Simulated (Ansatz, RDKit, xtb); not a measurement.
**C2H6GeOS: ranking a sample of isomers**

A sample of isomers of C2H6GeOS is drawn. Aim: find which of them has the lowest free energy at 298.15 K, then its properties. The sample is small against all isomers, and the most stable one of this formula need not be in it.

The funnel: GFN2-xTB relaxations, single points with a density functional, relaxations at PBE0-D3(BJ)/def2-SVP, harmonic vibrations (at GFN2-xTB), and a last energy at a higher level. All values are calculated.

**1. Drawing up candidates**

Isomers were taken from a list of plausible structures; this is a sample, not all of them. That gives 3 candidates.

| label | SMILES | spin |
| --- | --- | --- |
| c093 | S[C@@H]1O[C@H]1[GeH3] | singlet |
| c130 | S[C@@]1([GeH3])CO1 | singlet |
| c620 | S[C@@H]1O[C@@H]1[GeH3] | singlet |

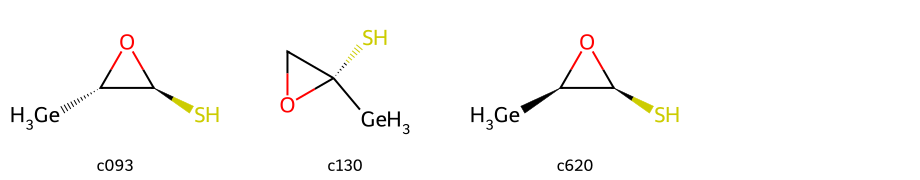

Structural formulas of the candidates.

Candidates are built by distance geometry, with a force field where one applies, in up to four conformers (letters a to d).

**2. Cheap relaxation of all starts**

All 4 starts are relaxed the same way. One of them, c620a (taken from a list of positional isomers, embedded by distance geometry and UFF), in full:

Input file start.xyz:

```xyz
11
c620a
C     -0.236558    -1.171561    -1.118199
C     -1.242698    -1.189132    -0.070190
Ge    -0.940381    -0.130460     1.589047
O     -1.339572    -0.273186    -1.177906
S      1.326310    -0.230968    -0.945549
H      1.990432    -1.367354    -0.427506
H     -0.273533    -1.957389    -1.939990
H     -2.038422    -1.950642    -0.048586
H      0.063405    -0.913922     2.504787
H     -2.272848     0.027613     2.330350
H     -0.306560     1.223198     1.244631
```

Command:

```sh
$ xtb start.xyz --gfn 2 --opt
```

Standard output:

```text
* xtb version 6.7.1
   ID    Z sym.   atoms
    1    6 C      1, 2
    2   32 Ge     3
    3    8 O      4
    4   16 S      5
    5    1 H      6-11

           -------------------------------------------------
          |                Calculation Setup                |
           -------------------------------------------------

          program call               : xtb start.xyz --gfn 2 --opt
          coordinate file            : start.xyz
          omp threads                :                     2

           -------------------------------------------------
          |                 G F N 2 - x T B                 |
           -------------------------------------------------

      * Hamiltonian:
        H0-scaling (s, p, d)           1.850000    2.230000    2.230000
        zeta-weighting                 0.500000
      * Dispersion:
        s8                             2.700000
        a1                             0.520000
        a2                             5.000000
        s9                             5.000000
      * Repulsion:
        kExp                           1.500000    1.000000
        rExp                           1.000000
      * Coulomb:
        alpha                          2.000000
        third order                    shell-resolved
        anisotropic                    true
        a3                             3.000000
        a5                             4.000000
        cn-shift                       1.200000
        cn-exp                         4.000000
        max-rad                        5.000000

          ...................................................
          :                      SETUP                      :
          :.................................................:
          :  # basis functions                  38          :
          :  # atomic orbitals                  36          :
          :  # shells                           18          :
          :  # electrons                        30          :
          :  max. iterations                   250          :
          :  Hamiltonian                  GFN2-xTB          :
          :  restarted?                      false          :
          :  GBSA solvation                  false          :
          :  PC potential                    false          :
          :  electronic temp.          300.0000000     K    :
          :  accuracy                    1.0000000          :
          :  -> integral cutoff          0.2500000E+02      :
          :  -> integral neglect         0.1000000E-07      :
          :  -> SCF convergence          0.1000000E-05 Eh   :
          :  -> wf. convergence          0.1000000E-03 e    :
          :  Broyden damping             0.4000000          :
          :  net charge                          0          :
          :  unpaired electrons                  0          :
          ...................................................

[... 36 lines left out ...]
         :: total energy             -16.519193623597 Eh    ::
[... 40 lines left out ...]
          :   grad. convergence          0.1000000E-02 Eh/α :
[... 43 lines left out ...]
 * total energy  :   -16.5288340 Eh     change       -0.9640350E-02 Eh
[... 33 lines left out ...]
 * total energy  :   -16.5313249 Eh     change       -0.3816232E-03 Eh
[... 35 lines left out ...]
 * total energy  :   -16.5315319 Eh     change       -0.9292104E-04 Eh
[... 37 lines left out ...]
 * total energy  :   -16.5316851 Eh     change       -0.7390340E-04 Eh
[... 37 lines left out ...]
 * total energy  :   -16.5318058 Eh     change       -0.5971040E-04 Eh
[... 35 lines left out ...]
 * total energy  :   -16.5318575 Eh     change       -0.1839787E-04 Eh
[... 36 lines left out ...]
 * total energy  :   -16.5318710 Eh     change       -0.4818054E-05 Eh
[... 7 lines left out ...]
 total energy gain   :        -0.0126773 Eh       -7.9551 kcal/mol
[... 56 lines left out ...]
          |                Final Singlepoint                |
[... 19 lines left out ...]
          :  -> wf. convergence          0.1000000E-03 e    :
[... 39 lines left out ...]
         :: total energy             -16.531870954109 Eh    ::
[... 52 lines left out ...]
                             7 H    0.959
     2   6 C    3.856 --     1 C    0.978     8 H    0.965     4 O    0.925
                             3 Ge   0.841
     3  32 Ge   3.548 --    10 H    0.865    11 H    0.863     9 H    0.862
                             2 C    0.841
     4   8 O    2.065 --     1 C    0.995     2 C    0.925
     5  16 S    2.084 --     1 C    0.973     6 H    0.956
     6   1 H    0.973 --     5 S    0.956
[... 4 lines of this table left out ...]
    11   1 H    0.999 --     3 Ge   0.863
 ---------------------------------------------------------------------------

Topologies differ in total number of bonds
Writing topology from bond orders to xtbtopo.mol

molecular dipole:
                 x           y           z       tot (Debye)
 q only:        0.289      -0.751       0.794
   full:       -0.044      -1.119       0.293       2.942
molecular quadrupole (traceless):
                xx          xy          yy          xz          yz          zz
 q only:       -1.890      -1.213       3.379      -1.985       1.455      -1.489
  q+dip:       -2.257      -0.161       5.757      -0.797       2.582      -3.499
   full:       -2.457      -0.501       5.529      -0.429       2.865      -3.073

           -------------------------------------------------
          |                Geometry Summary                 |
           -------------------------------------------------

      molecular mass/u    :      150.7608588
   center of mass at/Å    :       -0.4268501      -0.3748912       0.3792372
  moments of inertia/u·Å² :        0.1188514E+03   0.3014548E+03   0.3862598E+03
rotational constants/cm⁻¹ :        0.1418378E+00   0.5592094E-01   0.4364325E-01

 * 10 selected distances

     #   Z          #   Z                                           value/Å
     1   6 C        2   6 C                                       1.4620813
     2   6 C        3  32 Ge                                      1.9679764 (max)
     1   6 C        4   8 O                                       1.3686879
     2   6 C        4   8 O                                       1.4156951
     5  16 S        6   1 H                                       1.3325532
     1   6 C        7   1 H                                       1.0855970 (min)
     2   6 C        8   1 H                                       1.0877536
     3  32 Ge       9   1 H                                       1.4940545
     3  32 Ge      10   1 H                                       1.4949270
     3  32 Ge      11   1 H                                       1.4832650

 * 6 distinct bonds (by element types)

   Z      Z             #   av. dist./Å        max./Å        min./Å
   1 H    6 C           2     1.0866753     1.0877536     1.0855970
   6 C    6 C           1     1.4620813     1.4620813     1.4620813
   6 C    8 O           2     1.3921915     1.4156951     1.3686879
   1 H   16 S           1     1.3325532     1.3325532     1.3325532
   1 H   32 Ge          3     1.4907488     1.4949270     1.4832650
   6 C   32 Ge          1     1.9679764     1.9679764     1.9679764

optimized geometry written to: xtbopt.xyz

           -------------------------------------------------
          | TOTAL ENERGY              -16.531870954109 Eh   |
          | GRADIENT NORM               0.000361008115 Eh/α |
          | HOMO-LUMO GAP               4.566098938072 eV   |
           -------------------------------------------------

------------------------------------------------------------------------
------------------------------------------------------------------------
 total:
 * wall-time:     0 d,  0 h,  0 min,  0.110 sec
 *  cpu-time:     0 d,  0 h,  0 min,  0.217 sec
 * ratio c/w:     1.962 speedup
 SCF:
 * wall-time:     0 d,  0 h,  0 min,  0.009 sec
 *  cpu-time:     0 d,  0 h,  0 min,  0.017 sec
 * ratio c/w:     1.973 speedup
 ANC optimizer:
 * wall-time:     0 d,  0 h,  0 min,  0.091 sec
 *  cpu-time:     0 d,  0 h,  0 min,  0.182 sec
 * ratio c/w:     1.994 speedup
```

Wall time 0.14 s (2 threads of Intel Xeon Platinum 8259CL at 2.50GHz (Skylake/Cascade Lake), shared host).

**3. The minima found**

4 of the 4 relaxations converged. 4 distinct structures remain:

| label | start | SMILES after | spin | energy (kcal/mol) |
| --- | --- | --- | --- | --- |
| c130a | drawn | S[C@@]1([GeH3])CO1 | singlet | 0.0 |
| c620a | drawn | S[C@@H]1O[C@@H]1[GeH3] | singlet | 0.6 |
| c093b | drawn | S[C@@H]1O[C@H]1[GeH3] | singlet | 1.5 |
| c093a | drawn | S[C@@H]1O[C@H]1[GeH3] | singlet | 2.7 |

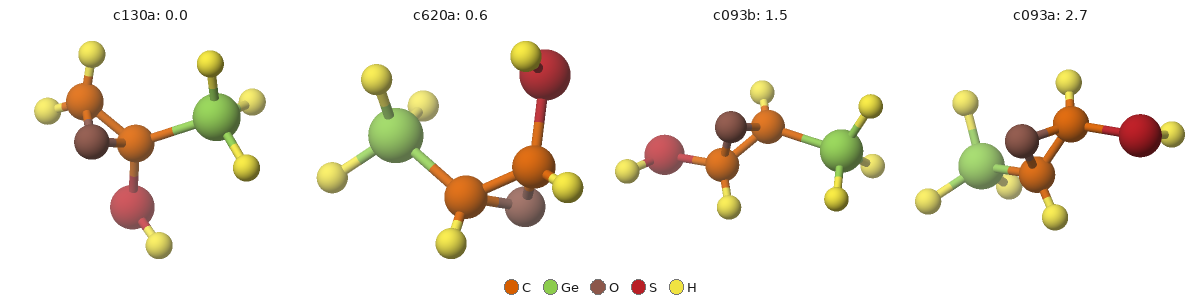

The 4 lowest minima that did not fall apart, with their GFN2-xTB energies in kcal/mol.

**4. Single points on the low minima**

A choice of the minima (the low ones first, few conformers of a pattern, up to a cap) and the lowest that fell apart get a single point at r2SCAN-D4/def2-SVP on the tight-binding geometry, and one at HF/STO-3G for comparison. The lowest singlets are also tried as triplets at the same geometry (label ending in t). The first, c130a:

Input file input.yaml:

```yaml
crystal:
  periodic: [false, false, false]
  atoms:
    - {symbol: C, position_ang: [-0.762431, -0.625023, 0.523552]}
    - {symbol: C, position_ang: [-0.609357, 0.807942, 0.760436]}
    - {symbol: Ge, position_ang: [0.225073, -1.552285, -0.897423]}
    - {symbol: O, position_ang: [0.009010, -0.137881, 1.576365]}
    - {symbol: S, position_ang: [-2.366193, -1.336553, 0.976156]}
    - {symbol: H, position_ang: [-1.868350, -2.507002, 1.370066]}
    - {symbol: H, position_ang: [1.494117, -0.810985, -1.148629]}
    - {symbol: H, position_ang: [-0.626421, -1.612244, -2.119524]}
    - {symbol: H, position_ang: [0.519828, -2.939098, -0.434046]}
    - {symbol: H, position_ang: [-1.425100, 1.357807, 1.215548]}
    - {symbol: H, position_ang: [0.049824, 1.388212, 0.121930]}
basis:
  gaussian:
    orbitals: def2-SVP
output: {orbitals: {seedname: orbitals}}
hamiltonian:
  xc: {name: r2SCAN}
  dispersion: d4
magnetization:
  spin_polarized: false
  initial_magnetization: 0
scf:
  lower_state_search: "off"
total_charge: 0
```

Command:

```sh
$ ansatz run input.yaml --threads 2 --pin off --max-ram 5220MiB --events-out events.jsonl --progress --plain --runs-dir runs
```

Standard output:

```text
Warning: RAYON_NUM_THREADS=2 ignored (pool sized by the plan → 2); use --threads N
Functional definition: r2SCAN
  name "r2SCAN"
  parameter k0 = 0.174
  parameter k1 = 0.065
  parameter a1 = 4.9479
  exchange = r2scan_x(k0 = k0, k1 = k1, a1 = a1)
  correlation = r2scan_c
these checks for a lower state are left out or cut short: stability, starts, cluster_reference, orbital_swaps, neighbouring_geometries, increment
1363 factors; their error is unknown
mean field evaluation 1: about -71550.0284 eV, gradient 4.2e1 eV
mean field evaluation 2: about -71543.4757 eV, gradient 6.9e1 eV
mean field evaluation 4: about -71553.8926 eV, gradient 4.9e0 eV
mean field evaluation 8: about -71553.9419 eV, gradient 1.5e-1 eV
mean field evaluation 16: about -71553.8590 eV, gradient 2.1e-4 eV
mean field -71553.85896282 eV, -2629.5558159359 hartree, gradient 6.6e-6 eV, S^2 0.000000; 0 other end points of the search recorded, 0 dependent functions left out
reference -71553.85897285 eV, -2629.5558163046 hartree; 37, 37 occupied and 85, 85 virtual orbitals, 1363 factors
Total energy: -71553.92511209 eV, -2629.5582468768 hartree
Checks for a lower state left out: stability, starts, cluster_reference, orbital_swaps, neighbouring_geometries, increment
```

Wall time 2.4 s (2 threads of Intel Xeon Platinum 8259CL at 2.50GHz (Skylake/Cascade Lake), shared host); peak memory 0.18 GiB.

Relative energies in kcal/mol, each column from its lowest structure that stays in one piece:

| label | SMILES | spin | GFN2-xTB | HF/STO-3G | r2SCAN-D4/def2-SVP |
| --- | --- | --- | --- | --- | --- |
| c130a | S[C@@]1([GeH3])CO1 | singlet | 0.0 | 1.1 | 0.0 |
| c093b | S[C@@H]1O[C@H]1[GeH3] | singlet | 1.5 | 0.0 | 1.6 |
| c093a | S[C@@H]1O[C@H]1[GeH3] | singlet | 2.7 | 1.6 | 3.8 |
| c620a | S[C@@H]1O[C@@H]1[GeH3] | singlet | 0.6 | 3.7 | 4.6 |
| c130at | S[C@@]1([GeH3])CO1 | triplet | – | – | 125.2 |
| c093bt | S[C@@H]1O[C@H]1[GeH3] | triplet | – | – | 133.2 |

**5. Relaxing the best candidates**

3 candidates are relaxed at PBE0-D3(BJ)/def2-SVP (chosen among the lowest in one piece, one conformer a pattern). The first, c130a:

Changes to input.yaml since step 4:

```diff
@@ -15,13 +15,5 @@
 basis:
-  gaussian:
-    orbitals: def2-SVP
-output: {orbitals: {seedname: orbitals}}
-hamiltonian:
-  xc: {name: r2SCAN}
-  dispersion: d4
-magnetization:
-  spin_polarized: false
-  initial_magnetization: 0
-scf:
-  lower_state_search: "off"
-total_charge: 0
+  gaussian: {orbitals: def2-SVP}
+hamiltonian: {xc: {name: PBE0}, dispersion: d3bj}
+scf: {lower_state_search: off}
+relax: {f_tol: 0.006}
```

Command:

```sh
$ ansatz run input.yaml --threads 2 --pin off --max-ram 5220MiB --events-out events.jsonl --progress --plain --runs-dir runs
```

Standard output:

```text
Warning: RAYON_NUM_THREADS=2 ignored (pool sized by the plan → 2); use --threads N
The last accepted step is kept in runs//last_step.txt (removed where the run ends without a failure and the disk answers)
Functional definition: PBE0
  name "PBE0"
  parameter a = 0.25
  parameter kappa = 0.804
  parameter beta = 0.06672455060314922
  exchange = (1 - a)*pbe_x(kappa = kappa, mu = beta*pi^2/3) + a*exact_x
  correlation = pbe_c(beta = beta)
these checks for a lower state are left out or cut short: stability, starts, cluster_reference, orbital_swaps, neighbouring_geometries, increment
1321 factors; integrals over basis functions are off by at most 2.5e-4 eV
mean field evaluation 1: about -71538.6594 eV, gradient 3.6e1 eV
mean field evaluation 2: about -71536.5903 eV, gradient 4.8e1 eV
mean field evaluation 4: about -71541.3825 eV, gradient 2.8e0 eV
mean field evaluation 8: about -71541.4291 eV, gradient 2.5e-1 eV
mean field evaluation 16: about -71541.4293 eV, gradient 5.0e-6 eV
mean field -71541.42926348 eV, -2629.0990329106 hartree, gradient 5.3e-6 eV, S^2 0.000000; 0 other end points of the search recorded, 0 dependent functions left out
the calculation of the forces begins
reference -71541.42929105 eV, -2629.0990339237 hartree; 37, 37 occupied and 85, 85 virtual orbitals, 1321 factors
relax step   1: F+E_penalty+E_count = -71541.66882856 eV  Δ(F+E_penalty+E_count) = +0.000e0 eV  max|allowed force component| = 8.172e-1 eV/Å  Δτ_max = 0.0000 Å  (15 SCF iters, accepted)
these checks for a lower state are left out or cut short: stability, starts, cluster_reference, orbital_swaps, neighbouring_geometries, increment
1321 factors; integrals over basis functions are off by at most 2.7e-4 eV
mean field -71541.50959365 eV, -2629.1019849898 hartree, gradient 1.2e-6 eV, S^2 0.000000; 0 other end points of the search recorded, 0 dependent functions left out
the calculation of the forces begins
reference -71541.50962124 eV, -2629.1019860036 hartree; 37, 37 occupied and 85, 85 virtual orbitals, 1321 factors
relax step   2: F+E_penalty+E_count = -71541.74834821 eV  Δ(F+E_penalty+E_count) = -7.952e-2 eV  max|allowed force component| = 3.089e-1 eV/Å  Δτ_max = 0.0433 Å  (21 SCF iters, accepted)
these checks for a lower state are left out or cut short: stability, starts, cluster_reference, orbital_swaps, neighbouring_geometries, increment
1321 factors; integrals over basis functions are off by at most 2.7e-4 eV
mean field evaluation 32: about -71541.5163 eV, gradient 1.1e-6 eV
mean field -71541.51632299 eV, -2629.1022322884 hartree, gradient 1.1e-6 eV, S^2 0.000000; 0 other end points of the search recorded, 0 dependent functions left out
the calculation of the forces begins
reference -71541.51635060 eV, -2629.1022333030 hartree; 37, 37 occupied and 85, 85 virtual orbitals, 1321 factors
relax step   3: F+E_penalty+E_count = -71541.75464733 eV  Δ(F+E_penalty+E_count) = -6.299e-3 eV  max|allowed force component| = 1.270e-1 eV/Å  Δτ_max = 0.0301 Å  (21 SCF iters, accepted)
[... 5 lines left out ...]
relax step   4: F+E_penalty+E_count = -71541.75517711 eV  Δ(F+E_penalty+E_count) = -5.298e-4 eV  max|allowed force component| = 9.913e-2 eV/Å  Δτ_max = 0.0208 Å  (21 SCF iters, accepted)
[... 5 lines left out ...]
relax step   5: F+E_penalty+E_count = -71541.75563820 eV  Δ(F+E_penalty+E_count) = -4.611e-4 eV  max|allowed force component| = 2.430e-2 eV/Å  Δτ_max = 0.0083 Å  (15 SCF iters, accepted)
these checks for a lower state are left out or cut short: stability, starts, cluster_reference, orbital_swaps, neighbouring_geometries, increment
1321 factors; integrals over basis functions are off by at most 2.8e-4 eV
mean field -71541.51713440 eV, -2629.1022621072 hartree, gradient 1.9e-6 eV, S^2 0.000000; 0 other end points of the search recorded, 0 dependent functions left out
the calculation of the forces begins
reference -71541.51716191 eV, -2629.1022631183 hartree; 37, 37 occupied and 85, 85 virtual orbitals, 1321 factors
relax step   6: F+E_penalty+E_count = -71541.75574568 eV  Δ(F+E_penalty+E_count) = -1.075e-4 eV  max|allowed force component| = 3.852e-3 eV/Å  Δτ_max = 0.0066 Å  (14 SCF iters, accepted)
Total energy: -71541.75577319 eV, -2629.1110319210 hartree
Atom 0 at    -0.760504    -0.629022     0.546865 Å, force    -0.003851    -0.001939     0.003766 eV/Å
Atom 1 at    -0.609625     0.818201     0.758351 Å, force     0.002529    -0.003852    -0.000041 eV/Å
Atom 2 at     0.214150    -1.553753    -0.884093 Å, force     0.000425     0.003328    -0.002071 eV/Å
Atom 3 at     0.039709    -0.110291     1.590460 Å, force    -0.002420     0.000152    -0.000014 eV/Å
Atom 4 at    -2.353888    -1.331932     1.001931 Å, force     0.003317     0.002519    -0.000189 eV/Å
Atom 5 at    -1.878596    -2.554084     1.328859 Å, force    -0.000542    -0.002415     0.001728 eV/Å
Atom 6 at     1.532719    -0.802882    -1.142234 Å, force     0.001109    -0.002582     0.000087 eV/Å
Atom 7 at    -0.643385    -1.590143    -2.158349 Å, force     0.000699    -0.000955    -0.001217 eV/Å
Atom 8 at     0.503069    -2.988057    -0.407708 Å, force    -0.000250     0.002066    -0.000784 eV/Å
Atom 9 at    -1.436874     1.371074     1.222535 Å, force     0.000374     0.001762    -0.000990 eV/Å
Atom 10 at     0.033225     1.403779     0.087815 Å, force    -0.001389     0.001914    -0.000274 eV/Å
Dipole moment:     0.012228     0.047729    -0.240485 e Å
Checks for a lower state left out: stability, starts, cluster_reference, orbital_swaps, neighbouring_geometries, increment
```

Run time: 23 s. Hardware: 2 threads of Intel Xeon Platinum 8259CL at 2.50GHz (Skylake/Cascade Lake), shared host; peak memory 0.3 GiB.

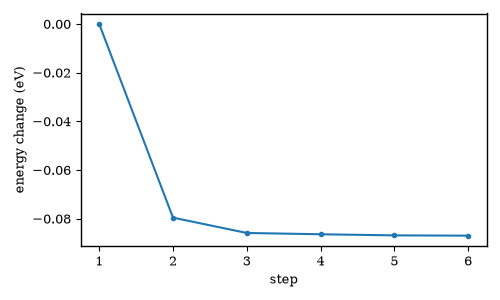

Energy along the run, all evaluated steps.

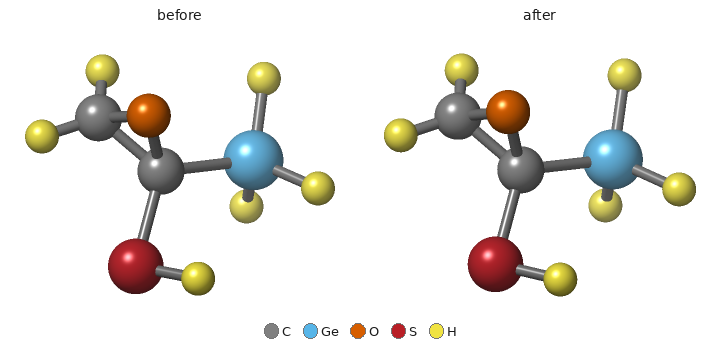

Before and after, at one scale.

After the run. Bond lengths: C1–C2 1.470 Å, C1–Ge3 1.963 Å, C1–O4 1.414 Å, C2–O4 1.406 Å, C1–S5 1.800 Å, S5–H6 1.351 Å, Ge3–H7 1.539 Å, Ge3–H8 1.536 Å, Ge3–H9 1.539 Å, C2–H10 1.098 Å, C2–H11 1.098 Å. Some angles: C1–C2–O4 58.8°, C2–C1–Ge3 121.2°, C2–C1–O4 58.3°, C2–C1–S5 116.0°, Ge3–C1–O4 115.5°, Ge3–C1–S5 116.1°, O4–C1–S5 117.2°, C1–O4–C2 62.9°, C1–C2–H10 118.6°, C1–C2–H11 119.8°.

**6. The relaxed candidates**

| label | spin | r2SCAN-D4/def2-SVP (kcal/mol) | PBE0-D3(BJ)/def2-SVP, relaxed (kcal/mol) | time |
| --- | --- | --- | --- | --- |
| c130a | singlet | 0.0 | 0.0 | 23 s |
| c093b | singlet | 1.6 | 1.2 | 35 s |
| c620a | singlet | 4.6 | 2.8 | 48 s |

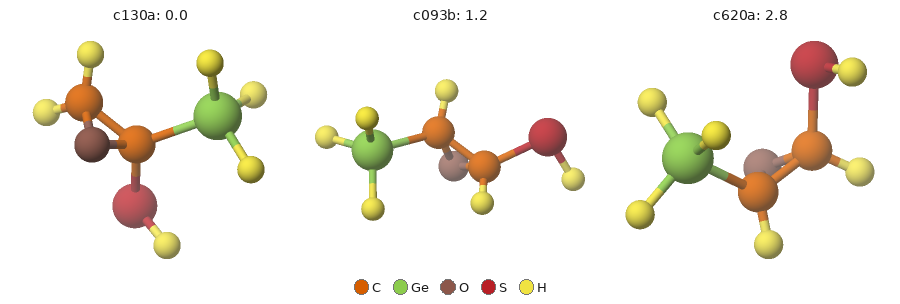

The relaxed structures, with energies at PBE0-D3(BJ)/def2-SVP in kcal/mol.

(Part 1 of 2 ends here.)
